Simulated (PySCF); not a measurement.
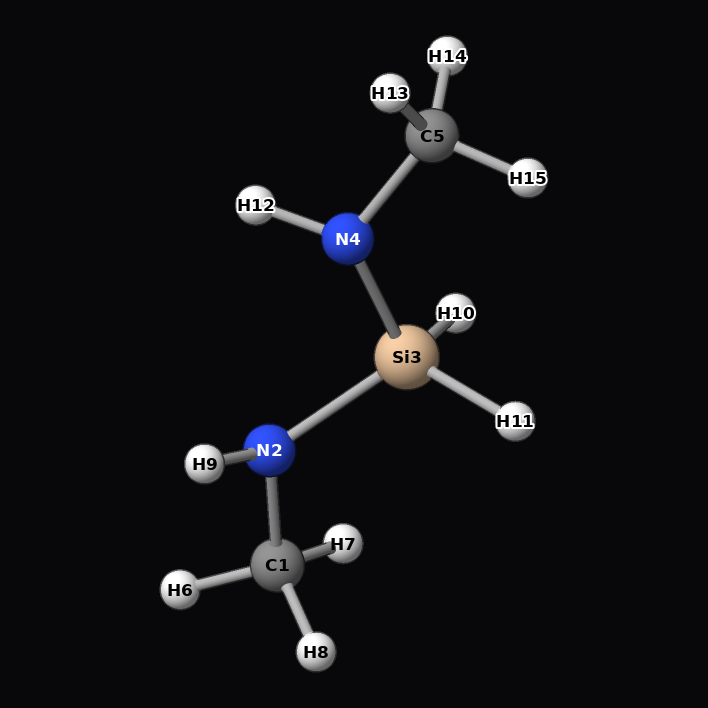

The questions are on Hirshfeld charges. Computed geometry: GFN2-xTB optimisation. No frequency run is at hand to confirm it as a minimum. Level of theory: PBE0/pcSseg-1, gas phase (PySCF 2.14.0).

**Which atom carries the highest charge (most positive or least negative)?**

Si3 (0.38 e).

**And the lowest?**

N2, N4 (−0.25 e).

Give the Hirshfeld charges atom by atom.

```json
{"atom": "C1", "value (e)": "−0.07"}
{"atom": "N2", "value (e)": "−0.25"}
{"atom": "Si3", "value (e)": "0.38"}
{"atom": "N4", "value (e)": "−0.25"}
{"atom": "C5", "value (e)": "−0.07"}
{"atom": "H6", "value (e)": "0.04"}
{"atom": "H7", "value (e)": "0.04"}
{"atom": "H8", "value (e)": "0.03"}
{"atom": "H9", "value (e)": "0.11"}
{"atom": "H10", "value (e)": "−0.10"}
{"atom": "H11", "value (e)": "−0.10"}
{"atom": "H12", "value (e)": "0.11"}
{"atom": "H13", "value (e)": "0.04"}
{"atom": "H14", "value (e)": "0.03"}
{"atom": "H15", "value (e)": "0.04"}
```

The geometry is semi-empirical. Around Si such bond lengths and angles can be off by a tenth of an ångström or more and by several degrees, and values that hang on the shape move with them.
